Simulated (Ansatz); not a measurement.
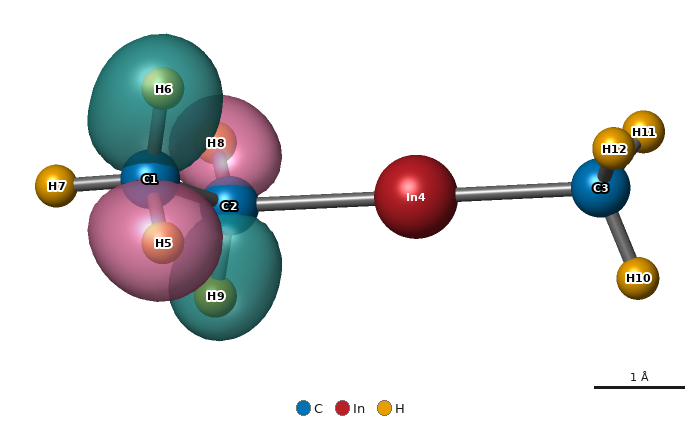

Figure. C3H8In (SMILES C[CH2][In+][CH3]) (charge +1). The HOMO−1 at ±0.2 Å⁻³ᐟ² (teal and pink are the two phases), seen from one side.

Geometry: PBE0-D3(BJ)/def2-SVP; core potentials replace the inner electrons of In.

Computed with isolated molecule in a Gaussian basis; Kohn-Sham density functional theory, functional PBE0 (Ansatz).

```tsv
atom	x (Å)	y (Å)	z (Å)
C	1.3767	0.2153	-1.9699
C	0.7190	-1.1481	-1.7993
C	-2.0153	-1.3815	1.4447
In	-0.6564	-1.2693	-0.1692
H	0.6523	1.0155	-2.1800
H	1.9780	0.5115	-1.0982
H	2.0623	0.1706	-2.8310
H	1.4506	-1.9502	-1.6063
H	0.1309	-1.4483	-2.6824
H	-3.0368	-1.4594	1.0444
H	-1.7772	-2.2699	2.0479
H	-1.9180	-0.4728	2.0568
```

**Describe this orbital and give its energy.**

Its weight (Hirshfeld) is mainly on C1 (about 30 %), C2 (about 20 %), H5 (about 15 %), H6 (about 15 %), H8 (about 10 %) and H9 (about 10 %). Its energy is −14.35 eV.
